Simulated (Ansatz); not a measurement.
**PH₄ (doublet): correlated methods under varied settings at scale of all distances = 1.137**

What do other methods and options give for PH₄ (doublet) at this geometry, and how long do they take?

Program: Ansatz 0.2.0, Gaussian basis. Level of theory: the settings change from run to run. These are calculated values, not measurements.

20 further runs of the same task are left out: 3 for a known fault of the program, 13 that didn't finish, 4 set aside as unsound or not needed.

## (1) The system

The geometry derives from a PBE0/def2-TZVP stationary point (not a proven minimum). All distances are scaled together.

5 atoms, charge 0, spin multiplicity 2.

Atoms are counted from 1 here; the program's logs count them from 0.

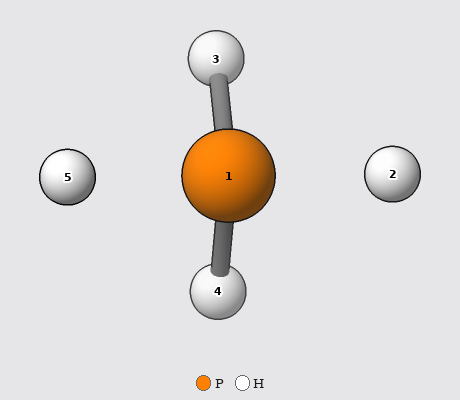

The structure; phosphorus orange, hydrogen white; atoms are numbered from 1 in the order of the file.

## (2) CCSD(T)/STO-3G

Contents of in.yaml:

```yaml
crystal:
  periodic: [false, false, false]
  atoms:
    - {symbol: P, position_ang: [0.051878, 0.000000, 0.000000]}
    - {symbol: H, position_ang: [0.183713, 0.000000, -1.722178]}
    - {symbol: H, position_ang: [-0.980810, 1.225957, 0.000000]}
    - {symbol: H, position_ang: [-0.980810, -1.225957, 0.000000]}
    - {symbol: H, position_ang: [0.183713, 0.000000, 1.722178]}
basis:
  gaussian: {orbitals: STO-3G}
magnetization: {spin_polarized: false, initial_magnetization: 1}
hamiltonian: {xc: {name: B3LYP}}
correlation: {method: ccsd_t, electrons: outside_noble_gas, diis_vectors: 4}
scf: {lower_state_search: light}
output: {forces: true}
```

The run is started by

```
$ ansatz run in.yaml --threads 1 --pin off --events-out ev --progress --plain --max-ram 2393MiB
```

Standard output (excerpt; [...] marks lines left out):

```text
Functional definition: B3LYP
  name "B3LYP"
  cite "Stephens, Devlin, Chabalowski & Frisch, J. Phys. Chem. 98, 11623 (1994) doi:10.1021/j100096a001"
  cite "Becke, Phys. Rev. A 38, 3098 (1988) doi:10.1103/PhysRevA.38.3098"
  cite "Lee, Yang & Parr, Phys. Rev. B 37, 785 (1988) doi:10.1103/PhysRevB.37.785"
  cite "Vosko, Wilk & Nusair, Can. J. Phys. 58, 1200 (1980) doi:10.1139/p80-159"
[...]
146 factors; integrals over basis functions are off by at most 1.3e-5 eV
[...]
mean field -9243.63628694 eV, -339.6973679834 hartree, gradient 6.1e-7 eV, S^2 0.750000; 0 other end points of the search recorded, 0 dependent functions left out
[...]
5 core orbitals not correlated: weight in the atoms' cores, before any rotation towards them, 0.999 or more for the frozen orbitals, at most 0.000 for the correlated occupied ones
reference -9224.18702218 eV, -338.9826206866 hartree; 5, 4 occupied and 3, 4 virtual orbitals, 146 factors
second order -1.87296618 eV of doubles, -0.31428765 eV of singles
cycle   1  -2.86336385 eV  change   -6.6e-1 eV  update   8.1e-2
[...]
cycle  11  -3.26154589 eV  change    5.0e-6 eV  update   1.4e-6
perturbative correction -0.02363031 eV, -0.0008683980 hartree
[...]
Total energy: -9227.47219839 eV, -339.1033486855 hartree
Atom 0 at     0.051878     0.000000     0.000000 Å, force    -3.157358     0.000000    -0.000000 eV/Å
Atom 1 at     0.183713     0.000000    -1.722178 Å, force    -0.347124    -0.000000     1.282079 eV/Å
Atom 2 at    -0.980810     1.225957     0.000000 Å, force     1.925802    -2.924020    -0.000000 eV/Å
Atom 3 at    -0.980810    -1.225957     0.000000 Å, force     1.925803     2.924020    -0.000000 eV/Å
Atom 4 at     0.183713     0.000000     1.722178 Å, force    -0.347124    -0.000000    -1.282078 eV/Å
Dipole moment:    -0.092153     0.000000    -0.000000 e Å
```

Run time: 0.99 s. Hardware: 1 thread of Arm Neoverse V1, shared host.

From the report: correlation -3.2852 eV; T1 0.034; largest double amplitude 0.17. The orbitals are Kohn-Sham ones, so correlation energy and T1 don't compare with those on Hartree-Fock orbitals.

## (3) CISDT/6-31G

Edit in.yaml of step 2 so:

```diff
@@ -9,7 +9,6 @@
 basis:
-  gaussian: {orbitals: STO-3G}
+  gaussian: {orbitals: 6-31G}
 magnetization: {spin_polarized: false, initial_magnetization: 1}
-hamiltonian: {xc: {name: B3LYP}}
-correlation: {method: ccsd_t, electrons: outside_noble_gas, diis_vectors: 4}
-scf: {lower_state_search: light}
+correlation: {active_space: {ras: {orbitals: [4, 1, 11], electrons: 9, max_holes: 3, max_particles: 3}, fixed_orbitals: true}}
+accuracy: high
 output: {forces: true}
```

Same command.

Standard output (excerpt; [...] marks lines left out):

```text
Functional definition: HF
  name "HF"
  cite "Fock, Z. Phys. 61, 126 (1930) doi:10.1007/BF01340294"
  parent pbe
[...]
470 factors; integrals over basis functions are off by at most 2.6e-9 eV
[...]
mean field -9328.96907821 eV, -342.8332902220 hartree, gradient 1.1e-8 eV, S^2 0.750000; 2 other end points of the search recorded, 0 dependent functions left out
reference -9328.96907821 eV, -342.8332902220 hartree; 10, 9 occupied and 11, 12 virtual orbitals, 470 factors
state -9332.17348941 eV, -342.9510501613 hartree
[...]
Total energy: -9332.17348941 eV, -342.9510501613 hartree
Atom 0 at     0.051878     0.000000     0.000000 Å, force    -2.039816     0.000000     0.000000 eV/Å
Atom 1 at     0.183713     0.000000    -1.722178 Å, force    -0.105266    -0.000000     0.533233 eV/Å
Atom 2 at    -0.980810     1.225957     0.000000 Å, force     1.125174    -1.619783    -0.000000 eV/Å
Atom 3 at    -0.980810    -1.225957     0.000000 Å, force     1.125174     1.619783    -0.000000 eV/Å
Atom 4 at     0.183713     0.000000     1.722178 Å, force    -0.105266    -0.000000    -0.533233 eV/Å
Dipole moment:    -0.156430    -0.000000     0.000000 e Å
```

Wall time 1.4 s (1 thread of Arm Neoverse V1, shared host).

From the report: 18,988 determinants.

## (4) CCSD(T) on UHF/6-31G

Edit in.yaml of step 3 so:

```diff
@@ -10,5 +10,4 @@
   gaussian: {orbitals: 6-31G}
-magnetization: {spin_polarized: false, initial_magnetization: 1}
-correlation: {active_space: {ras: {orbitals: [4, 1, 11], electrons: 9, max_holes: 3, max_particles: 3}, fixed_orbitals: true}}
-accuracy: high
-output: {forces: true}
+magnetization: {spin_polarized: true, initial_magnetization: 1}
+correlation: {method: ccsd_t, electrons: valence, diis_vectors: 4}
+scf: {lower_state_search: off}
```

The command is unchanged.

Standard output (excerpt; [...] marks lines left out):

```text
Functional definition: HF
  name "HF"
  cite "Fock, Z. Phys. 61, 126 (1930) doi:10.1007/BF01340294"
  parent pbe
[...]
268 factors; integrals over basis functions are off by at most 2.7e-4 eV
[...]
mean field -9329.38803126 eV, -342.8486864625 hartree, gradient 1.4e-6 eV, S^2 0.841845; 0 other end points of the search recorded, 0 dependent functions left out
5 core orbitals not correlated: weight in the atoms' cores, before any rotation towards them, 1.000 or more for the frozen orbitals, at most 0.000 for the correlated occupied ones
reference -9329.38803126 eV, -342.8486864625 hartree; 5, 4 occupied and 11, 12 virtual orbitals, 268 factors
second order -1.97975758 eV of doubles, -0.00000000 eV of singles
cycle   1  -2.47310979 eV  change   -4.9e-1 eV  update   7.2e-2
[...]
cycle  11  -2.85945299 eV  change    3.0e-6 eV  update   3.8e-6
perturbative correction -0.04029086 eV, -0.0014806617 hartree
Total energy: -9332.28777510 eV, -342.9552500832 hartree
Checks for a lower state left out: stability, starts, cluster_reference, orbital_swaps, neighbouring_geometries, increment
```

Wall time 0.33 s (1 thread of Arm Neoverse V1, shared host).

From the report: ⟨S²⟩ of the determinant 0.842 (pure doublet: 0.75); correlation -2.8997 eV; T1 0.022; largest double amplitude 0.12.

## (5) CCSD on ROHF/cc-pVDZ

Edit in.yaml of step 4 so:

```diff
@@ -9,5 +9,5 @@
 basis:
-  gaussian: {orbitals: 6-31G}
-magnetization: {spin_polarized: true, initial_magnetization: 1}
-correlation: {method: ccsd_t, electrons: valence, diis_vectors: 4}
-scf: {lower_state_search: off}
+  gaussian: {orbitals: cc-pVDZ}
+magnetization: {spin_polarized: false, initial_magnetization: 1}
+correlation: {method: ccsd, electrons: outside_noble_gas}
+output: {forces: true}
```

The command is unchanged.

Standard output (excerpt; [...] marks lines left out):

```text
Functional definition: HF
  name "HF"
  cite "Fock, Z. Phys. 61, 126 (1930) doi:10.1007/BF01340294"
  parent pbe
[...]
368 factors; integrals over basis functions are off by at most 1.4e-3 eV
[...]
mean field -9331.10241945 eV, -342.9116890664 hartree, gradient 2.5e-6 eV, S^2 0.750000; 0 other end points of the search recorded, 0 dependent functions left out
[...]
5 core orbitals not correlated: weight in the atoms' cores, before any rotation towards them, 1.000 or more for the frozen orbitals, at most 0.000 for the correlated occupied ones
reference -9331.10241945 eV, -342.9116890664 hartree; 5, 4 occupied and 28, 29 virtual orbitals, 368 factors
second order -4.15422250 eV of doubles, -0.14973548 eV of singles
cycle   1  -4.95813154 eV  change   -6.5e-1 eV  update   7.1e-2
[...]
cycle  13  -5.26934112 eV  change    8.7e-7 eV  update   5.2e-7
[...]
Total energy: -9336.37176057 eV, -343.1053337810 hartree
Atom 0 at     0.051878     0.000000     0.000000 Å, force    -2.758436    -0.000000    -0.000000 eV/Å
Atom 1 at     0.183713     0.000000    -1.722178 Å, force    -0.164066     0.000000     1.391528 eV/Å
Atom 2 at    -0.980810     1.225957     0.000000 Å, force     1.543284    -2.138199    -0.000000 eV/Å
Atom 3 at    -0.980810    -1.225957     0.000000 Å, force     1.543284     2.138199    -0.000000 eV/Å
Atom 4 at     0.183713     0.000000     1.722178 Å, force    -0.164066     0.000000    -1.391528 eV/Å
Dipole moment:    -0.074399    -0.000000    -0.000000 e Å
```

Wall time 1.4 s (1 thread of Arm Neoverse V1, shared host).

From the report: correlation -5.2693 eV; T1 0.031; largest double amplitude 0.10.

## (6) MP2 on ROHF/6-31G

Edit in.yaml of step 5 so:

```diff
@@ -9,5 +9,7 @@
 basis:
-  gaussian: {orbitals: cc-pVDZ}
+  gaussian: {orbitals: 6-31G}
 magnetization: {spin_polarized: false, initial_magnetization: 1}
-correlation: {method: ccsd, electrons: outside_noble_gas}
-output: {forces: true}
+hamiltonian: {pseudopotentials: {relativity: scalar}}
+correlation: {method: mp2, electrons: outside_noble_gas}
+accuracy: high
+scf: {lower_state_search: light}
```

The command is unchanged.

Standard output (excerpt; [...] marks lines left out):

```text
Functional definition: HF
  name "HF"
  cite "Fock, Z. Phys. 61, 126 (1930) doi:10.1007/BF01340294"
  parent pbe
[...]
470 factors; integrals over basis functions are off by at most 3.3e-9 eV
[...]
mean field -9348.88697545 eV, -343.5652594445 hartree, gradient 2.8e-8 eV, S^2 0.750000; 2 other end points of the search recorded, 0 dependent functions left out
[...]
5 core orbitals not correlated: weight in the atoms' cores, before any rotation towards them, 1.000 or more for the frozen orbitals, at most 0.000 for the correlated occupied ones
reference -9348.88697545 eV, -343.5652594445 hartree; 5, 4 occupied and 11, 12 virtual orbitals, 470 factors
second order -2.22993116 eV of doubles, -0.16943982 eV of singles
Total energy: -9351.28634643 eV, -343.6534347019 hartree
Relativity: scalar
```

Run time: 0.27 s. Hardware: 1 thread of Arm Neoverse V1, shared host.

## (7) CCSD/6-31G

Edit in.yaml of step 6 so:

```diff
@@ -11,5 +11,4 @@
 magnetization: {spin_polarized: false, initial_magnetization: 1}
-hamiltonian: {pseudopotentials: {relativity: scalar}}
-correlation: {method: mp2, electrons: outside_noble_gas}
-accuracy: high
-scf: {lower_state_search: light}
+hamiltonian: {xc: {name: r2SCAN}}
+correlation: {method: ccsd, electrons: outside_noble_gas}
+scf: {omitted_lower_state_checks: [cluster_reference]}
```

Same command.

Standard output (excerpt; [...] marks lines left out):

```text
Functional definition: r2SCAN
  name "r2SCAN"
  cite "Furness, Kaplan, Ning, Perdew & Sun, J. Phys. Chem. Lett. 11, 8208 (2020) doi:10.1021/acs.jpclett.0c02405"
  cite "Furness, Kaplan, Ning, Perdew & Sun, J. Phys. Chem. Lett. 11, 9248 (2020) doi:10.1021/acs.jpclett.0c03077"
  parent r2scan
[...]
268 factors; integrals over basis functions are off by at most 2.7e-4 eV
[...]
mean field -9348.05408295 eV, -343.5346512099 hartree, gradient 2.3e-6 eV, S^2 0.750000; 0 other end points of the search recorded, 0 dependent functions left out
5 core orbitals not correlated: weight in the atoms' cores, before any rotation towards them, 1.000 or more for the frozen orbitals, at most 0.000 for the correlated occupied ones
reference -9328.80885856 eV, -342.8274022582 hartree; 5, 4 occupied and 11, 12 virtual orbitals, 268 factors
second order -2.29213319 eV of doubles, -0.30491619 eV of singles
cycle   1  -3.11776664 eV  change   -5.2e-1 eV  update   6.9e-2
[...]
cycle  10  -3.39866650 eV  change   -5.0e-6 eV  update   4.0e-6
Total energy: -9332.20752505 eV, -342.9523009482 hartree
Checks for a lower state left out: cluster_reference
```

Wall time 1.5 s (1 thread of Arm Neoverse V1, shared host).

From the report: correlation -3.3987 eV; T1 0.030; largest double amplitude 0.13. The orbitals are Kohn-Sham ones, so correlation energy and T1 don't compare with those on Hartree-Fock orbitals.

## (8) CASSCF(9,7)/6-31G

Edit in.yaml of step 7 so:

```diff
@@ -11,4 +11,2 @@
 magnetization: {spin_polarized: false, initial_magnetization: 1}
-hamiltonian: {xc: {name: r2SCAN}}
-correlation: {method: ccsd, electrons: outside_noble_gas}
-scf: {omitted_lower_state_checks: [cluster_reference]}
+correlation: {active_space: {window: {electrons: 9, orbitals: 7}}}
```

Launched as before.

Standard output:

```text
Functional definition: HF
  name "HF"
  cite "Fock, Z. Phys. 61, 126 (1930) doi:10.1007/BF01340294"
  parent pbe
  exchange = exact_x
  correlation = 0
268 factors; integrals over basis functions are off by at most 2.7e-4 eV
mean field evaluation 1: about -9328.7384 eV, gradient 6.6e0 eV
mean field evaluation 2: about -9328.7409 eV, gradient 6.6e0 eV
mean field evaluation 4: about -9328.9683 eV, gradient 3.0e-1 eV
mean field evaluation 8: about -9328.9689 eV, gradient 1.1e-6 eV
mean field evaluation 16: about -9328.9684 eV, gradient 9.9e-2 eV
mean field -9328.96890631 eV, -342.8332839045 hartree, gradient 1.8e-6 eV, S^2 0.750000; 2 other end points of the search recorded, 0 dependent functions left out
reference -9328.96890631 eV, -342.8332839045 hartree; 10, 9 occupied and 11, 12 virtual orbitals, 268 factors
state -9330.70186934 eV, -342.8969691213 hartree
Total energy: -9330.70186934 eV, -342.8969691213 hartree
```

Run time: 1.7 s. Hardware: 1 thread of Arm Neoverse V1, shared host.

From the report: 735 determinants; active occupations 2.00, 1.99, 1.95, 1.94, 1.00, 0.07, 0.05.

## (9) CASCI(1,7)/def2-mTZVP

Edit in.yaml of step 8 so:

```diff
@@ -9,4 +9,4 @@
 basis:
-  gaussian: {orbitals: 6-31G}
+  gaussian: {orbitals: def2-mTZVP}
 magnetization: {spin_polarized: false, initial_magnetization: 1}
-correlation: {active_space: {window: {electrons: 9, orbitals: 7}}}
+correlation: {active_space: {window: {electrons: 1, orbitals: 7}, fixed_orbitals: true, states: [{multiplicity: 2, weights: [1, 1, 0.5, 1]}], root: 1}}
```

Launched as before.

Standard output:

```text
Functional definition: HF
  name "HF"
  cite "Fock, Z. Phys. 61, 126 (1930) doi:10.1007/BF01340294"
  parent pbe
  exchange = exact_x
  correlation = 0
586 factors; integrals over basis functions are off by at most 2.2e-7 eV
mean field evaluation 1: about -9330.3715 eV, gradient 8.2e0 eV
mean field evaluation 2: about -9330.3734 eV, gradient 8.2e0 eV
mean field evaluation 4: about -9330.8716 eV, gradient 6.4e-1 eV
mean field evaluation 8: about -9330.8747 eV, gradient 1.3e-3 eV
mean field -9330.87466510 eV, -342.9033192484 hartree, gradient 1.7e-6 eV, S^2 0.750000; 0 other end points of the search recorded, 0 dependent functions left out
reference -9330.87466510 eV, -342.9033192484 hartree; 10, 9 occupied and 24, 25 virtual orbitals, 586 factors
state -9330.87466510 eV, -342.9033192484 hartree
state -9325.98167785 eV, -342.7235052837 hartree
state -9325.58580471 eV, -342.7089572140 hartree
state -9324.27415980 eV, -342.6607551528 hartree
Total energy: -9325.98167785 eV, -342.7235052837 hartree
```

Run time: 0.21 s. Hardware: 1 thread of Arm Neoverse V1, shared host.

From the report: 3 determinants; active occupations (of the averaged states) 0.29, 0.29, 0.29, 0.14, 0.00, 0.00, 0.00.

## (10) CCSDT on UHF/6-31G

Contents of in.yaml:

```yaml
crystal:
  periodic: [false, false, false]
  atoms:
    - {symbol: P, position_ang: [0.051878, 0.000000, 0.000000]}
    - {symbol: H, position_ang: [0.183713, 0.000000, -1.722178]}
    - {symbol: H, position_ang: [-0.980810, 1.225957, 0.000000]}
    - {symbol: H, position_ang: [-0.980810, -1.225957, 0.000000]}
    - {symbol: H, position_ang: [0.183713, 0.000000, 1.722178]}
basis:
  gaussian: {orbitals: 6-31G}
magnetization: {spin_polarized: true, initial_magnetization: 1}
correlation: {method: ccsdt, electrons: all, diis_vectors: 4}
scf: {lower_state_search: full}
```

Launched as before.

Standard output (excerpt; [...] marks lines left out):

```text
Functional definition: HF
  name "HF"
  cite "Fock, Z. Phys. 61, 126 (1930) doi:10.1007/BF01340294"
  parent pbe
[...]
448 factors; integrals over basis functions are off by at most 7.5e-8 eV
[...]
mean field -9329.38821015 eV, -342.8486930366 hartree, gradient 1.4e-6 eV, S^2 0.841848; 3 other end points of the search recorded, 0 dependent functions left out
reference -9329.38821015 eV, -342.8486930366 hartree; 10, 9 occupied and 11, 12 virtual orbitals, 448 factors
second order -2.07676927 eV of doubles, -0.00000000 eV of singles
cycle   1  -2.56000482 eV  change   -4.8e-1 eV  update   7.3e-2
[...]
cycle  14  -3.00436474 eV  change   -7.3e-7 eV  update   2.1e-6
Total energy: -9332.39257489 eV, -342.9591014045 hartree
```

Wall time 3.2 s (1 thread of Arm Neoverse V1, shared host).

From the report: ⟨S²⟩ of the determinant 0.842 (pure doublet: 0.75); correlation -3.0044 eV; T1 0.015; largest double amplitude 0.13.

## (11) The runs in one table

Where basis and cores are those of an earlier FCI/6-31G run (-9332.3062 eV), and the state is the same kind, the miss against it is given.

| level | correlated | functions | energy (eV) | from FCI (meV) | time |
| --- | --- | --- | --- | --- | --- |
| CCSD(T)/STO-3G (on B3LYP orbitals) | outside noble gas | 13 | -9227.4722 |  | 0.99 s |
| CISDT/6-31G | outside noble gas | 21 | -9332.1735 | 132.7 | 1.4 s |
| CCSD(T) on UHF/6-31G | valence | 21 | -9332.2878 | 18.4 | 0.33 s |
| CCSD on ROHF/cc-pVDZ | outside noble gas | 38 | -9336.3718 |  | 1.4 s |
| MP2 on ROHF/6-31G (relativity set) | outside noble gas | 21 | -9351.2863 |  | 0.27 s |
| CCSD/6-31G (on r2SCAN orbitals) | outside noble gas | 21 | -9332.2075 | 98.7 | 1.5 s |
| CASSCF(9,7)/6-31G |  | 21 | -9330.7019 | 1604.3 | 1.7 s |
| CASCI(1,7)/def2-mTZVP (excited root 1 of an average) |  | 34 | -9325.9817 |  | 0.21 s |
| CCSDT on UHF/6-31G | all | 21 | -9332.3926 |  | 3.2 s |

## (12) Summary of results

```
quantity                                                         value
    runs                                                             9
quickest  CASCI(1,7)/def2-mTZVP (excited root 1 of an average), 0.21 s
 slowest                                     CCSDT on UHF/6-31G, 3.2 s
```

In words: Total energies in different bases, with other cores or another treatment of relativity can't be set against each other. CCSDT on UHF/6-31G took 15 times as long as CASCI(1,7)/def2-mTZVP (excited root 1 of an average); the jobs differ in more than the method. Among the correlated runs with a miss given, it spans +18 to +133 meV. Hartree-Fock, CASSCF and CASCI lack dynamic correlation by design. Cores frozen from Kohn-Sham orbitals shift the total energy.
